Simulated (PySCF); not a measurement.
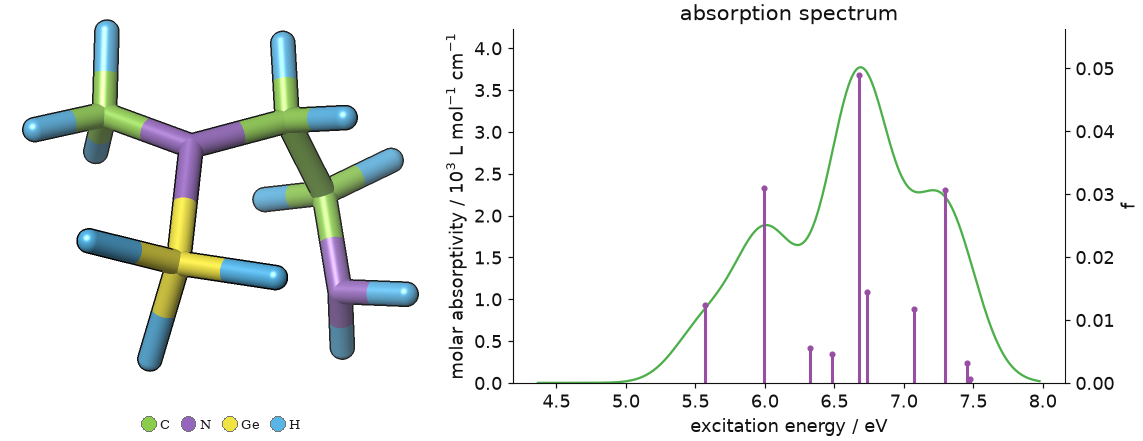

Computed absorption of C₃H₁₂GeN₂, SMILES C[N]([GeH3])CCN, singlet. Vertical TDDFT excitations, CAM-B3LYP/def2-SVPD, PySCF 2.14.0, at a PBE0-D3(BJ)/def2-SVP geometry (no frequency check), gas phase. Only the first 10 singlet excitations are included; each is broadened by a Gaussian of 1/e half-width 0.30 eV. Sticks give oscillator strengths (right axis).

Where is the maximum of the broadened curve, and how high is it?

At about 6.7 eV (185 nm), with ε near 3800 L mol⁻¹ cm⁻¹.

List the transitions behind the spectrum.

```csv
state,E (eV),λ (nm),f,main character
S1,5.57,223,0.012,HOMO → LUMO (79 %)
S2,6.00,207,0.031,HOMO → LUMO+1 (51 %)
S3,6.32,196,0.006,HOMO−1 → LUMO (43 %)
S4,6.48,191,0.005,HOMO → LUMO+3 (71 %)
S5,6.67,186,0.049,HOMO → LUMO+4 (47 %)
S6,6.74,184,0.014,HOMO → LUMO+4 (39 %)
S7,7.07,175,0.012,HOMO → LUMO+5 (57 %)
S8,7.30,170,0.031,HOMO → LUMO+6 (50 %)
S9,7.45,166,0.003,HOMO−1 → LUMO+1 (40 %)
S10,7.48,166,0.001,HOMO → LUMO+7 (68 %)
```

Note: states above the negative HOMO energy depend on the basis; one conformer of a flexible molecule; core orbitals are frozen in the response.
